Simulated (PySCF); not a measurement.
System: ZnCl (charge −1).

```xyz
2

Zn    0.0000    0.0000   -0.8783
Cl    0.0000    0.0000    1.6057
```

The calculation used PySCF 2.14.0, PBE0/aug-cc-pVDZ(-PP), non-relativistic Hamiltonian with scalar-relativistic core potentials where named, at a bond length of 2.484 Å.

What can the converged electron density and electron localisation function tell about the bonding?

Zn–Cl (2.48 Å): the density is about 0.34 e/Å³ at the midpoint, with its minimum of 0.3 e/Å³ about 1.1 Å from Zn; the ELF peaks at about 0.85 in the valence shell of Cl, 0.8 Å from its nucleus, and is about 0.35 at the midpoint.

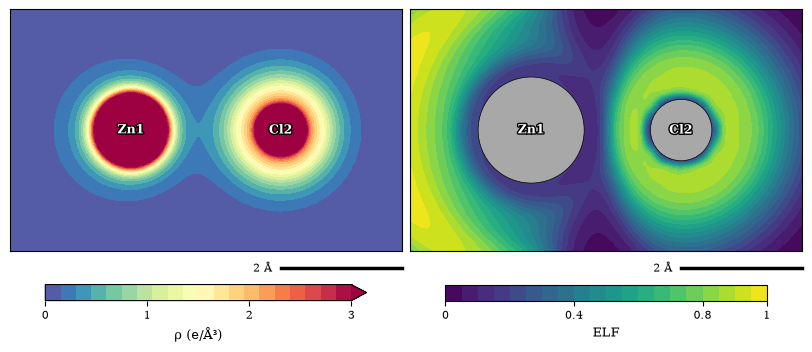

Computed electron density and electron localisation function on a plane that holds the molecular axis, in this order. Grey discs cover the atomic cores in the ELF map. 
